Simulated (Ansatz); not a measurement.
# CH₈B₂OSi (SMILES OBCB[SiH3]): what the fields show

```xyz
13

O    -1.8398    1.4943    0.5184
B    -0.5028    1.5663    0.7166
C     0.2644    0.2573    1.1351
B     0.9505   -0.2517   -0.1518
Si    0.3109   -1.8255   -1.2383
H    -2.2322    2.3344    0.2688
H     0.0712    2.6104    0.5550
H    -0.4260   -0.4506    1.5972
H     1.0295    0.6035    1.8427
H     1.8960    0.3573   -0.5758
H    -0.0395   -1.3830   -2.6205
H    -0.8737   -2.5226   -0.6637
H     1.4121   -2.8249   -1.3689
```

Geometry: PBE0-D4/def2-TZVP.

Level of theory: RKS PBE0-D4/def2-TZVPP (Ansatz 0.2.0).

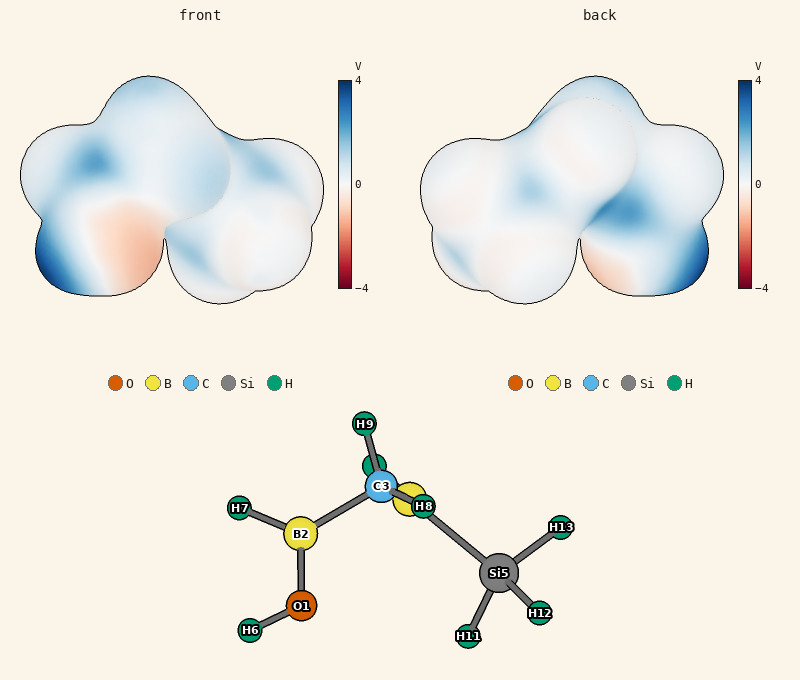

Figure 1. The electrostatic potential painted on the density surface at 0.004 e/bohr³, seen from the front and from behind; the colour scale runs from red (negative) to blue (positive). The bare structure is drawn below in the same view.

Where is the surface potential most negative and most positive?

Answer. The most negative region (about −1.3 V) lies over O1, the most positive (about +3.7 V) over H6. O1 is the likeliest acceptor of a hydrogen bond.

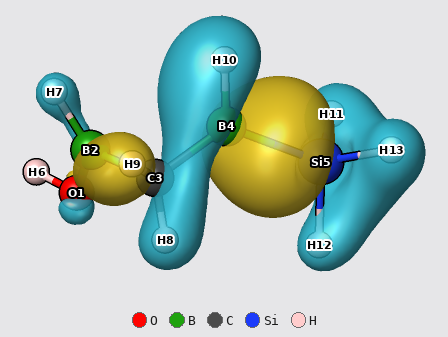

Figure 2. The HOMO at ±0.1 Å⁻³ᐟ² (yellow and cyan are the two phases), seen from one side.

Where does this orbital lie, and at what energy?

Answer. By Hirshfeld shares it lies mainly on Si5 (about 30 %), B4 (about 30 %), C3 (about 10 %) and H10 (about 10 %). Its energy is −7.79 eV.

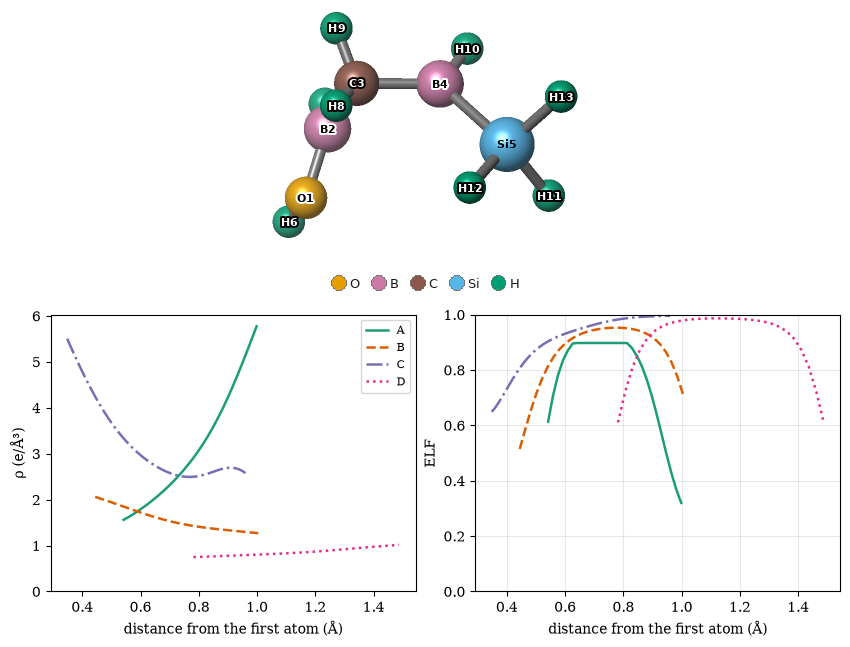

Figure 3. Electron density and ELF along straight lines between neighbouring atoms. The curves leave out the atomic cores. The structure is drawn too.

Which curve belongs to which contact (B–O, C–B, O–H and Si–B)? The first atom named is at distance zero.

Answer. Curve A: B–O (1.35 Å): ρ is about 2.2 e/Å³ halfway; the ELF peaks at about 0.90 between the atoms (a polar covalent bond). Curve B: C–B (1.54 Å): ρ at the midpoint is about 1.4 e/Å³; the ELF peaks at about 0.95 between the atoms; a shared electron pair. Curve C: O–H (0.96 Å): ρ is about 3.9 e/Å³ halfway; the ELF climbs to about 1 towards the hydrogen, as it does in any bond to H (a covalent bond by its length). Curve D: Si–B (2.02 Å): ρ is about 0.8 e/Å³ halfway; the ELF peaks at about 1 between the atoms: a shared electron pair.
